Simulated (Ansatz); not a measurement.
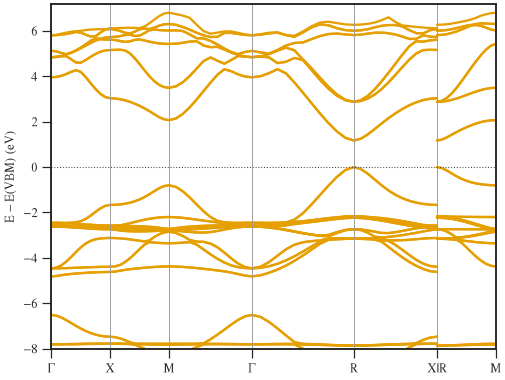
Fig. 1. Band structure from the program Ansatz at the r²SCAN with spin–orbit coupling level (PAW)

Problem. Read off the gap and where the band edges lie.

Solution. About 1.2 eV (1.17 eV by a search for the band edges); maximum at R, minimum at R.

The material is CsPbCl3 (cubic perovskite, Pm-3m).

This is a known high-temperature phase of the composition, computed here at zero pressure and temperature. Symmetry was held in the r²SCAN relaxation; its stability against distortions is not shown here.

Potentials: the later of the program's two PAW sets.
